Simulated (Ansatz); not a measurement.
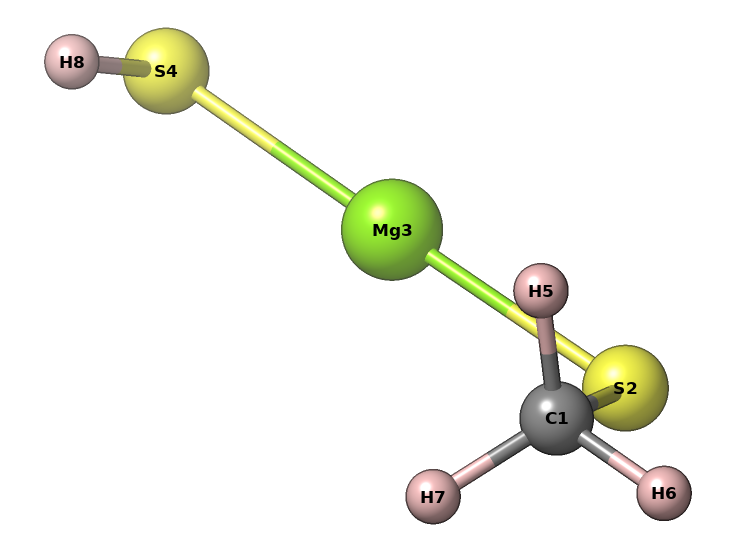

S2 lies behind C1. The molecule seen a little off the C1–S2 bond, C1 in front. Depth is shown by fading: the farther an atom, the more it takes the colour of the background. The computed structure is the end point of a PBE-D4/def2-SVP optimisation. No frequency run is at hand to confirm it as a minimum.

> What is the torsion angle H5–C1–S2–Mg3? The sign is positive where the front bond must turn clockwise to cover the back bond.

−62°, synclinal (gauche).
